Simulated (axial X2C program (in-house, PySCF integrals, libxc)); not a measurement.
# PbSi: relativistic diatomic calculation

System: PbSi, single determinant with M_S = 1 and |Λ| = 1 (not the lowest found).
Method: PBE0, spin-free X2C-1e, Pb dyall-cv3z, Si dyall-v3z (cores contracted) (axial X2C program (in-house, PySCF integrals, libxc)).

### The input
```
{"zs": [82, 14], "q": 0, "bas": ["dyall-cv3z", "dyall-v3z"], "levels": ["PBE0", "HF", "TPSS"], "cc": true, "r0": 2.6, "thr": -1.0, "nmax": 90, "npts": 10, "nst": 2, "ntry": 6}
```

The line is the task of a batch: nuclear charges, charge, bases, the levels to run, a first guess of the distance and further settings. This report covers PBE0 without spin-orbit coupling. The log is that of the reference distance 2.55 Å.

Hardware: 1 thread of Arm Neoverse V1, 24 GiB of memory available, shared host.

The run was one of a batch that the task file lists, launched with:
```bash
python <driver script> task.json out
```

### Output
```
spin-free X2C-1e  PBE0
basis functions 208  fitting functions 1158  grid points 5081
iter        total energy     max residual
   1     -21174.858083528     3.12e+01
   2     -21175.831996299     2.79e+00
   3     -21175.917379281     6.55e-01
   4     -21175.927117459     7.28e-01
   5     -21175.928400340     1.47e-01
   6     -21175.930190693     1.78e-01
   7     -21175.930433528     8.65e-02
   8     -21175.930478097     3.14e-03
   9     -21175.930479906     3.89e-03
  10     -21175.930482108     3.11e-03
  11     -21175.930484417     2.24e-03
  12     -21175.930484612     6.29e-04
  13     -21175.930484650     9.77e-05
  14     -21175.930484655     7.35e-05
  15     -21175.930484655     1.17e-05
converged
one-electron -29449.75001734  Coulomb 8451.28946661  exact exchange -102.34376337  xc functional -313.35967571  nuclear repulsion 238.23350515
```

### The points of the curve

| R (Å) | E (hartree) | dipole (D; origin at the first atom, positive when the second is positive) | highest filled (eV) | lowest empty (eV) |
| --- | --- | --- | --- | --- |
| 2.219 | −21175.916793 | −1.11 | −5.40 | −3.75 |
| 2.321 | −21175.927730 | −1.24 | −5.24 | −3.63 |
| 2.397 | −21175.931303 | −1.35 | −5.13 | −3.54 |
| 2.474 | −21175.931964 | −1.45 | −5.03 | −3.50 |
| 2.550 | −21175.930485 | −1.54 | −4.94 | −3.51 |
| 2.639 | −21175.926925 | −1.66 | −4.86 | −3.51 |
| 2.728 | −21175.922232 | −1.78 | −4.83 | −3.50 |
| 2.843 | −21175.915435 | −1.97 | −4.83 | −3.48 |
| 2.983 | −21175.906697 | −2.25 | −4.87 | −3.44 |

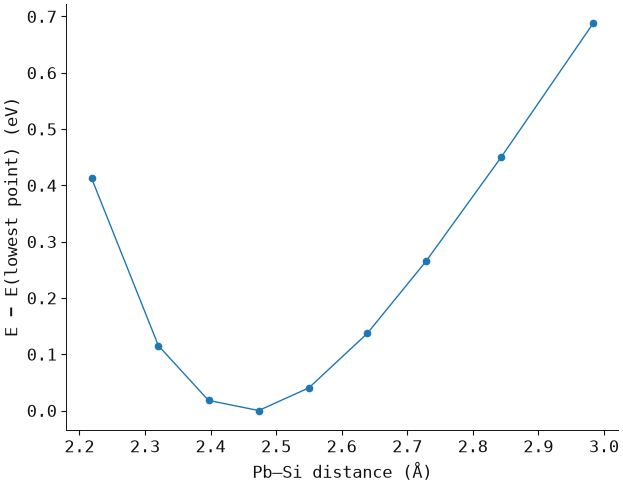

**Figure 1.** Energy at 9 bond lengths, for one set of occupations held fixed; the line joins the points. A polynomial of degree 6 through 9 points gives rₑ = 2.455 Å, ωₑ = 344.2 cm⁻¹, ωₑxₑ = 1.9 cm⁻¹ and Bₑ = 0.1134 cm⁻¹. The minimum lies 2.32 eV below Pb + Si, each computed as one determinant at the same level.

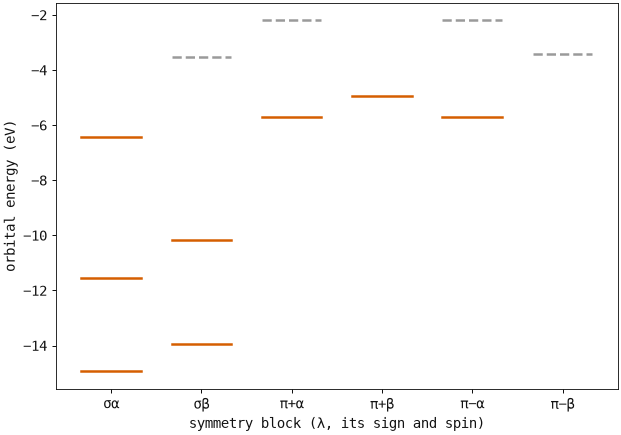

**Figure 2.** Orbital energies near the frontier at 2.55 Å, filled (solid) and empty (dashed); a label such as π−α means λ = −1 and α spin. The highest filled orbital (π+β; 58 % Pb p, 38 % Si p) lies at −4.94 eV, the lowest empty one (σβ; 48 % Si p, 41 % Pb p) at −3.51 eV.

### Summary

- outcome: converged
- bond length rₑ: 2.455 Å
- ωₑ: 344.2 cm⁻¹
- energy at the minimum: −21175.93203 hartree
- depth below the fragments: 2.32 eV
- largest ⟨S²⟩ along the curve: 2.50
- wall time: 14 s
- peak memory: 0.58 GiB

### Notes

⟨S²⟩ reaches 2.50 where a pure state of this multiplicity has 2.00, so the determinant is spin-contaminated. Limits: 9 of the 10 points asked for were kept.
